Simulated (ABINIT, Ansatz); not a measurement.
# AlGaN2 (P-4m2): G0W0 on several meshes in ABINIT

How does the mesh move the gap of AlGaN2 (P-4m2)?

Program: ABINIT 10.8.3. Level of theory: LDA and many-body steps on it, plane waves. Results are calculated unless marked as measured.

### 1. Set-up

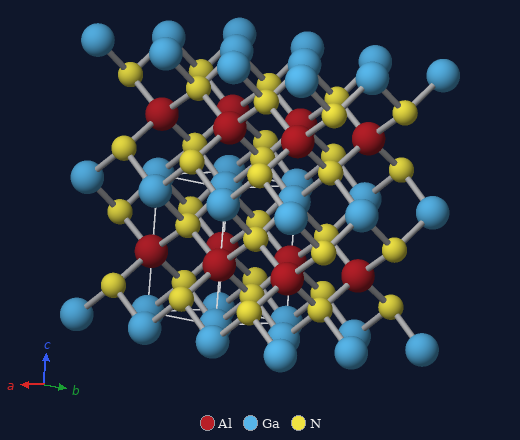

The starting structure, seen from a free direction (aluminium red, gallium blue, nitrogen yellow). 2×3×2 cells are drawn. Some periodic images of atoms are drawn too.

Structure file:

```cif
data_structure
_symmetry_space_group_name_H-M 'P 1'
_symmetry_Int_Tables_number 1
_cell_length_a 3.1409
_cell_length_b 3.1409
_cell_length_c 4.4238
_cell_angle_alpha 90.000
_cell_angle_beta 90.000
_cell_angle_gamma 90.000
_cell_volume 43.64
loop_
_atom_site_label
_atom_site_type_symbol
_atom_site_fract_x
_atom_site_fract_y
_atom_site_fract_z
_atom_site_occupancy
Al1 Al 0.50000 0.50000 0.50000 1
Ga2 Ga 0.00000 0.00000 0.00000 1
N3 N 0.50000 0.00000 0.73826 1
N4 N 0.00000 0.50000 0.26174 1
```

The cell and positions are those that the Materials Project relaxed with its own functionals (PBE, PBE+U or r2SCAN), kept fixed.

### 2. Empty states on the mesh, 4×4×2 mesh, 95 bands

This step: ABINIT 10.8.3; DFT, LDA, plane waves, norm-conserving pseudopotentials.

The sums over transitions need many empty states on a uniform mesh; this step solves for them.

Input file run.abi:

```
acell 3*1.0 Angstrom
rprim 
  3.140877048700 0.000000000000 0.000000000000
  0.000000000000 3.140877048700 0.000000000000
  0.000000000000 0.000000000000 4.423837940000
ntypat 3
znucl 13 31 7
natom 4
typat 1 2 3 3
xred 
  0.500000000000 0.500000000000 0.500000000000
  0.000000000000 0.000000000000 0.000000000000
  0.500000000000 0.000000000000 0.738264810000
  0.000000000000 0.500000000000 0.261735190000
pp_dirpath "pseudos"
pseudos "Al.upf, Ga.upf, N.upf"
ecut 45
ngkpt 4 4 2
nshiftk 1
shiftk 0 0 0
kptopt 1
chksymbreak 0
iscf -2
irdden 1
istwfk *1
nband 95
nbdbuf 8
tolwfr 1e-09
nstep 60
prtvol 0
indata_prefix "in"
outdata_prefix "out"
tmpdata_prefix "tmp"
```

Command:

```sh
$ OMP_NUM_THREADS=1 mpirun -n 4 abinit run.abi > log
```

Numbers of over 12 decimals in the logs are rounded to 6 here.

Output:

```text
.Version 10.8.3 of ABINIT. v10.8.2 released Aug 2026.

 Symmetries : space group P-4 m 2 (#115); Bravais tP (primitive tetrag.)
[... echo of the input left out ...]
== DATASET  1 ==================================================================
-   mpi_nproc: 4, omp_nthreads: 1 (-1 if OMP is not activated)

--- !DatasetInfo
iteration_state: {dtset: 1, }
dimensions: {natom: 4, nkpt: 12, mband: 95, nsppol: 1, nspinor: 1, nspden: 1, mpw: 4296, }
cutoff_energies: {ecut:  45.0, pawecutdg:  -1.0, }
[...]
2.51452    2.51452    2.51618    2.58936    2.61148    2.61148    2.62952    2.63464
   2.63464    2.68761    2.69361    2.75421    2.75688    2.79065    2.81251    2.81251
   2.83976    2.84398    2.85133    2.85134    2.85388    2.87513    2.88390
 prteigrs : prtvol=0 or 1, do not print more k-points.

== END DATASET(S) ==============================================================
================================================================================

 -outvars: echo values of variables after computation  --------
            nband          95
             nkpt          12
          spgroup         115
 [... the other variables as echoed above ...]

 Calculation completed.
```

It took 37 s on 4 MPI ranks of Arm Neoverse V1, shared host; peak memory 0.34 GiB; 2.4 min of CPU time.

This step gave:

| Item | Value |
| --- | --- |
| gap | 2.872 eV |
| k of the valence top | 0, 0, 0 |
| k of the conduction bottom | 0, 0, 0 |
| least direct gap | 2.872 eV |
| k points computed | 12 |
| lowest point of the top converged band, above the valence top | 66.3914 eV |

On this mesh the gap is 2.872 eV.

The density comes from a self-consistent run that is not shown.

### 3. Screening, 4×4×2 mesh, 45 bands, screening to 114.3 eV

The RPA dielectric matrix is built and inverted for each q.

This step: RPA screening on LDA, plane waves, norm-conserving pseudopotentials.

run.abi: that of step 2 with these lines changed.

```diff
@@ -22,10 +22,11 @@
 chksymbreak 0
-iscf -2
-irdden 1
 istwfk *1
-nband 95
-nbdbuf 8
-tolwfr 1e-09
-nstep 60
-prtvol 0
+occopt 1
+irdwfk 1
+optdriver 3
+nband 45
+ecuteps 4.2
+inclvkb 2
+awtr 1
+symchi 1
 indata_prefix "in"
```

Output:

```text
.Version 10.8.3 of ABINIT. v10.8.2 released Aug 2026.

 Symmetries : space group P-4 m 2 (#115); Bravais tP (primitive tetrag.)
[... echo of the input left out ...]
== DATASET  1 ==================================================================
-   mpi_nproc: 4, omp_nthreads: 1 (-1 if OMP is not activated)

--- !DatasetInfo
iteration_state: {dtset: 1, }
dimensions: {natom: 4, nkpt: 12, mband: 45, nsppol: 1, nspinor: 1, nspden: 1, mpw: 4296, }
cutoff_energies: {ecut:  45.0, pawecutdg:  -1.0, }
electrons: {nelect:   3.40000000E+01, charge:   0.00000000E+00, occopt:   1.00000000E+00, tsmear:   1.00000000E-02, }

 SCREENING: Calculation of the susceptibility and dielectric matrices

 Based on a program developped by R.W. Godby, V. Olevano, G. Onida, and L. Reining.
 Incorporated in ABINIT by V. Olevano, G.-M. Rignanese, and M. Torrent.
.Using double precision arithmetic ; gwpc =  8

[... cell and pseudopotentials left out ...]
--------------------------------------------------------------------------------

 ==== K-mesh for the wavefunctions ====
 Number of points in the irreducible wedge :    12
[... list of points left out ...]
 Together with  8 symmetry operations and time-reversal symmetry
 yields    32 points in the full Brillouin Zone.

 ==== Q-mesh for the screening function ====
 Number of points in the irreducible wedge :    12
[... list of points left out ...]
 Together with  8 symmetry operations and time-reversal symmetry
 yields    32 points in the full Brillouin Zone.

 setmesh: FFT mesh size selected  =    24x   24x   36
          total number of points  =        20736

 vcoul_init : cutoff-mode = AUXILIARY_FUNCTION
 q-points for optical limit:   1
     1)      0.000010    0.000020    0.000030

- screening: taking advantage of time-reversal symmetry
- Maximum band index for partially occupied states nbvw = 17
- Remaining bands to be divided among processors   nbcw = 28
- Number of bands treated by each node ~7

 Number of electrons calculated from density =   34.0000; Expected =   34.0000
 average of density, n =  0.115447
 r_s =    1.2740
 omega_plasma =   32.7753 [eV]

 calculating chi0 at frequencies [eV] :
  1    0.000000E+00    0.000000E+00
  2    0.000000E+00    3.277527E+01

--------------------------------------------------------------------------------
  q-point number  1        q = ( 0.000000, 0.000000, 0.000000) [r.l.u.]
--------------------------------------------------------------------------------
[... chi0 elements left out ...]
 For q-point:  0.000010 0.000020 0.000030
  dielectric constant =   5.4358
  dielectric constant without local fields =   5.8815

  Average fulfillment of the sum rule on Im[epsilon] for q-point    1 :     26.23  [%]
[... wings left out ...]
  q-point number  2        q = ( 0.250000, 0.000000, 0.000000) [r.l.u.]
--------------------------------------------------------------------------------
[... chi0 elements left out ...]
  Average fulfillment of the sum rule on Im[epsilon] for q-point    2 :     36.89  [%]

 [... 10 further q-points ...]
```

Elapsed: 16 s, on 4 MPI ranks; peak memory 0.73 GiB; 65 s of CPU time.

This step gave:

- ε∞ with local fields, on this mesh, along the program's q direction: 5.436
- the same without local fields: 5.881
- plasma frequency: 32.78 eV
- plane waves in the screening matrix: 123

Local fields lower ε∞ by 8 %. On a Γ-centred mesh this coarse the value itself is usually too large, while a short band sum pulls it down.

### 4. 4×4×2

The self-energy is evaluated for the states that the input lists, and the levels follow from it, in one-shot runs by the linearised quasiparticle equation.

This step: G0W0 on LDA, plane waves, norm-conserving pseudopotentials.

run.abi: that of step 3 with these lines changed.

```diff
@@ -25,8 +25,15 @@
 irdwfk 1
-optdriver 3
+optdriver 4
 nband 45
+gwcalctyp 0
+ecutsigx 45
+symsigma 1
+nkptgw 1
+kptgw 
+  0.0000000000 0.0000000000 0.0000000000
+bdgw 
+  16 19
 ecuteps 4.2
-inclvkb 2
-awtr 1
-symchi 1
+irdscr 1
+ppmodel 1
 indata_prefix "in"
```

Output:

```text
.Version 10.8.3 of ABINIT. v10.8.2 released Aug 2026.

 Symmetries : space group P-4 m 2 (#115); Bravais tP (primitive tetrag.)
[... echo of the input left out ...]
== DATASET  1 ==================================================================
-   mpi_nproc: 4, omp_nthreads: 1 (-1 if OMP is not activated)

--- !DatasetInfo
iteration_state: {dtset: 1, }
dimensions: {natom: 4, nkpt: 12, mband: 45, nsppol: 1, nspinor: 1, nspden: 1, mpw: 4296, }
cutoff_energies: {ecut:  45.0, pawecutdg:  -1.0, }
electrons: {nelect:   3.40000000E+01, charge:   0.00000000E+00, occopt:   1.00000000E+00, tsmear:   1.00000000E-02, }

 SIGMA: Calculation of the GW corrections

 Based on a program developped by R.W. Godby, V. Olevano, G. Onida, and L. Reining.
 Incorporated in ABINIT by V. Olevano, G.-M. Rignanese, and M. Torrent.
.Using double precision arithmetic ; gwpc =  8

[... cell and pseudopotentials left out ...]
--------------------------------------------------------------------------------

 ==== K-mesh for the wavefunctions ====
 Number of points in the irreducible wedge :    12
[... list of points left out ...]
 Together with  8 symmetry operations and time-reversal symmetry
 yields    32 points in the full Brillouin Zone.

 ==== Q-mesh for screening function ====
 Number of points in the irreducible wedge :    12
[... list of points left out ...]
 Together with  8 symmetry operations and time-reversal symmetry
 yields    32 points in the full Brillouin Zone.

 vcoul_init : cutoff-mode = AUXILIARY_FUNCTION
 q-points for optical limit:   1
     1)      0.000010    0.000020    0.000030
 setmesh: FFT mesh size selected  =    36x   36x   54
          total number of points  =        69984

 Number of electrons calculated from density =   34.0000; Expected =   34.0000
 average of density, n =  0.115447
 r_s =    1.2740
 omega_plasma =   32.7753 [eV]

 === KS Band Gaps ===
  >>>> For spin  1
   Minimum direct gap =   2.8720 [eV], located at k-point      :   0.0000  0.0000  0.0000
   Fundamental gap    =   2.8720 [eV], Top of valence bands at :   0.0000  0.0000  0.0000
                                       Bottom of conduction at :   0.0000  0.0000  0.0000
 SIGMA fundamental parameters:
 PLASMON POLE MODEL  1
 number of plane-waves for SigmaX                 4201
 number of plane-waves for SigmaC and W            123
 number of plane-waves for wavefunctions          4201
 number of bands                                    45
 number of independent spin polarizations            1
 number of spinorial components                      1
 number of k-points in IBZ                          12
 number of q-points in IBZ                          12
 number of symmetry operations                       8
 number of k-points in BZ                           32
 number of q-points in BZ                           32
 number of frequencies for dSigma/dE                 9
 frequency step for dSigma/dE [eV]                0.25
 number of omega for Sigma on real axis              0
 max omega for Sigma on real axis  [eV]           0.00
 zcut for avoiding poles [eV]                     0.10

 EPSILON^-1 parameters (SCR file):
 dimension of the eps^-1 matrix on file            123
 dimension of the eps^-1 matrix used               123
 number of plane-waves for wavefunctions          4201
 number of bands                                    45
 number of q-points in IBZ                          12
 number of frequencies                               2
 number of real frequencies                          1
 number of imag frequencies                          1

 matrix elements of self-energy operator (all in [eV])

 Perturbative Calculation

--- !SelfEnergy_ee
iteration_state: {dtset: 1, }
kpoint     : [   0.000,    0.000,    0.000, ]
spin       : 1
KS_gap     :    2.872
QP_gap     :    4.179
Delta_QP_KS:    1.307
data: !SigmaeeData |
     Band     E0 <VxcDFT>   SigX SigC(E0)      Z dSigC/dE  Sig(E)    E-E0       E
       16   6.057 -17.927 -21.690   3.723   0.794  -0.259 -17.959  -0.032   6.024
       17   6.057 -17.927 -21.690   3.723   0.794  -0.259 -17.959  -0.032   6.024
       18   8.929 -13.963  -9.273  -3.134   0.819  -0.222 -12.689   1.274  10.203
       19   9.588 -11.842  -7.310  -3.275   0.835  -0.198 -10.792   1.050  10.637

== END DATASET(S) ==============================================================
================================================================================

 -outvars: echo values of variables after computation  --------
           etotal      0.0000000000E+00
            nband          45
             nkpt          12
          spgroup         115
 [... the other variables as echoed above ...]

 Calculation completed.
```

Run time: 4.1 s. Hardware: 4 MPI ranks; peak memory 0.37 GiB.

Numbers from this step:

```
G0W0 gap on the points computed              : 4.179 eV
starting gap on the mesh                     : 2.872 eV
k of the valence top                         : 0, 0, 0
k of the conduction bottom                   : 0, 0, 0
Z at the valence top                         : 0.794
Z at the conduction bottom                   : 0.819
least direct G0W0 gap on the computed points : 4.179 eV
```

The gap on the mesh goes from 2.87 eV to 4.18 eV, a correction of +1.31 eV.

### 5. Empty states on the mesh, 2×2×2 mesh, 49 bands

This step: DFT, LDA, plane waves, norm-conserving pseudopotentials.

run.abi: that of step 4 with these lines changed.

```diff
@@ -17,3 +17,3 @@
 ecut 45
-ngkpt 4 4 2
+ngkpt 2 2 2
 nshiftk 1
@@ -22,18 +22,10 @@
 chksymbreak 0
+iscf -2
+irdden 1
 istwfk *1
-occopt 1
-irdwfk 1
-optdriver 4
-nband 45
-gwcalctyp 0
-ecutsigx 45
-symsigma 1
-nkptgw 1
-kptgw 
-  0.0000000000 0.0000000000 0.0000000000
-bdgw 
-  16 19
-ecuteps 4.2
-irdscr 1
-ppmodel 1
+nband 49
+nbdbuf 4
+tolwfr 1e-09
+nstep 60
+prtvol 0
 indata_prefix "in"
```

Output:

```text
.Version 10.8.3 of ABINIT. v10.8.2 released Aug 2026.

 Symmetries : space group P-4 m 2 (#115); Bravais tP (primitive tetrag.)
[... echo of the input left out ...]
== DATASET  1 ==================================================================
-   mpi_nproc: 4, omp_nthreads: 1 (-1 if OMP is not activated)

--- !DatasetInfo
iteration_state: {dtset: 1, }
dimensions: {natom: 4, nkpt: 6, mband: 49, nsppol: 1, nspinor: 1, nspden: 1, mpw: 4296, }
cutoff_energies: {ecut:  45.0, pawecutdg:  -1.0, }
[...]
1.05000    1.10656    1.17649    1.18649    1.18649    1.19001    1.35167    1.35167
   1.42031    1.43901    1.46385    1.47196    1.47196    1.51239    1.51239    1.57807
   1.68931
 prteigrs : prtvol=0 or 1, do not print more k-points.

== END DATASET(S) ==============================================================
================================================================================

 -outvars: echo values of variables after computation  --------
            nband          49
             nkpt           6
          spgroup         115
 [... the other variables as echoed above ...]

 Calculation completed.
```

It took 11 s on 4 MPI ranks; peak memory 0.27 GiB.

This step gave:

| Item | Value |
| --- | --- |
| gap | 2.872 eV |
| k of the valence top | 0, 0, 0 |
| k of the conduction bottom | 0, 0, 0 |
| least direct gap | 2.872 eV |
| k points computed | 6 |
| lowest point of the top converged band, above the valence top | 34.00 eV |

On this mesh the gap is 2.872 eV.

### 6. Screening, 2×2×2 mesh, 45 bands, screening to 114.3 eV

This step: RPA screening on LDA, plane waves, norm-conserving pseudopotentials.

run.abi: that of step 5 with these lines changed.

```diff
@@ -22,10 +22,11 @@
 chksymbreak 0
-iscf -2
-irdden 1
 istwfk *1
-nband 49
-nbdbuf 4
-tolwfr 1e-09
-nstep 60
-prtvol 0
+occopt 1
+irdwfk 1
+optdriver 3
+nband 45
+ecuteps 4.2
+inclvkb 2
+awtr 1
+symchi 1
 indata_prefix "in"
```

Output:

```text
.Version 10.8.3 of ABINIT. v10.8.2 released Aug 2026.

 Symmetries : space group P-4 m 2 (#115); Bravais tP (primitive tetrag.)
[... echo of the input left out ...]
== DATASET  1 ==================================================================
-   mpi_nproc: 4, omp_nthreads: 1 (-1 if OMP is not activated)

--- !DatasetInfo
iteration_state: {dtset: 1, }
dimensions: {natom: 4, nkpt: 6, mband: 45, nsppol: 1, nspinor: 1, nspden: 1, mpw: 4296, }
cutoff_energies: {ecut:  45.0, pawecutdg:  -1.0, }
electrons: {nelect:   3.40000000E+01, charge:   0.00000000E+00, occopt:   1.00000000E+00, tsmear:   1.00000000E-02, }

 SCREENING: Calculation of the susceptibility and dielectric matrices

 Based on a program developped by R.W. Godby, V. Olevano, G. Onida, and L. Reining.
 Incorporated in ABINIT by V. Olevano, G.-M. Rignanese, and M. Torrent.
.Using double precision arithmetic ; gwpc =  8

[... cell and pseudopotentials left out ...]
--------------------------------------------------------------------------------

 ==== K-mesh for the wavefunctions ====
 Number of points in the irreducible wedge :     6
[... list of points left out ...]
 Together with  8 symmetry operations and time-reversal symmetry
 yields     8 points in the full Brillouin Zone.

 ==== Q-mesh for the screening function ====
 Number of points in the irreducible wedge :     6
[... list of points left out ...]
 Together with  8 symmetry operations and time-reversal symmetry
 yields     8 points in the full Brillouin Zone.

 setmesh: FFT mesh size selected  =    24x   24x   36
          total number of points  =        20736

 vcoul_init : cutoff-mode = AUXILIARY_FUNCTION
 q-points for optical limit:   1
     1)      0.000010    0.000020    0.000030

- screening: taking advantage of time-reversal symmetry
- Maximum band index for partially occupied states nbvw = 17
- Remaining bands to be divided among processors   nbcw = 28
- Number of bands treated by each node ~7

 Number of electrons calculated from density =   34.0000; Expected =   34.0000
 average of density, n =  0.115447
 r_s =    1.2740
 omega_plasma =   32.7753 [eV]

 calculating chi0 at frequencies [eV] :
  1    0.000000E+00    0.000000E+00
  2    0.000000E+00    3.277527E+01

--------------------------------------------------------------------------------
  q-point number  1        q = ( 0.000000, 0.000000, 0.000000) [r.l.u.]
--------------------------------------------------------------------------------
[... chi0 elements left out ...]
 For q-point:  0.000010 0.000020 0.000030
  dielectric constant =   8.4745
  dielectric constant without local fields =   9.2553

  Average fulfillment of the sum rule on Im[epsilon] for q-point    1 :     25.92  [%]
[... wings left out ...]
  q-point number  2        q = ( 0.500000, 0.000000, 0.000000) [r.l.u.]
--------------------------------------------------------------------------------
[... chi0 elements left out ...]
  Average fulfillment of the sum rule on Im[epsilon] for q-point    2 :     31.86  [%]

 [... 4 further q-points ...]
```

Elapsed: 6.2 s, on 4 MPI ranks; peak memory 0.5 GiB; 25 s of CPU time.

This step gave:

```
ε∞ with local fields, on this mesh, along the program's q direction : 8.475
the same without local fields                                       : 9.255
plasma frequency                                                    : 32.78 eV
plane waves in the screening matrix                                 : 123
```

[end of part 1 of 2]

[Paths, hosts, dates, memory and timing lines, banners, echoed tables and standing remarks are left out of the program output.]

[Logs are printed without paths, hosts, clocks, repeated set-up lines and the standing remarks that a program may print on its own settings, such as how far it seeks lower states.]

[Runs of the session that timed out or met a known fault of the program may be left out.]

[Hosts, paths, dates, database ids (printed as entryN), source tags and the programs' standing remarks are cut or masked in the printed files.]

[G0W0 gaps are taken among the corrected bands and points alone; a level outside them can change the order at an edge.]

[Where Ansatz stands beside ABINIT at settings called matched, ABINIT's density can come from a denser mesh and the files from another edition; pairs whose starting gaps differed by over 0.03 eV were left out, so agreement reads better than it is.]
